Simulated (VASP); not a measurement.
Here is the system:

```xyz
2
Lattice="0.0000 3.2613 3.2613 3.2613 0.0000 3.2613 3.2613 3.2613 0.0000" Properties=species:S:1:pos:R:3 pbc="T T T"
Cd     0.0000     0.0000     0.0000
Te     1.6306     1.6306     1.6306
```

Level of theory: PBE GGA with D4 dispersion, VASP's PBE PAW potentials (set 64) (plane waves; VASP). Settings: 520 eV cut-off, 8×8×8 Γ-centred mesh, tetrahedra with Blöchl corrections, potentials Cd Te.

Unless said otherwise, spin-orbit coupling is left out, though it shifts the bands of the heavy elements here.

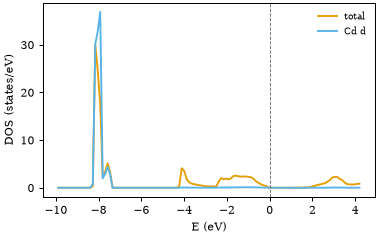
Figure: Total and projected density of states, zero at the valence-band maximum

Within 2 eV below the valence-band maximum the largest weight inside VASP's projection spheres is Te p.

The gap is direct, 0.71 eV, from the valence maximum at Γ to the conduction minimum at Γ.

The compound is CdTe in the zinc blende structure. It was relaxed first.
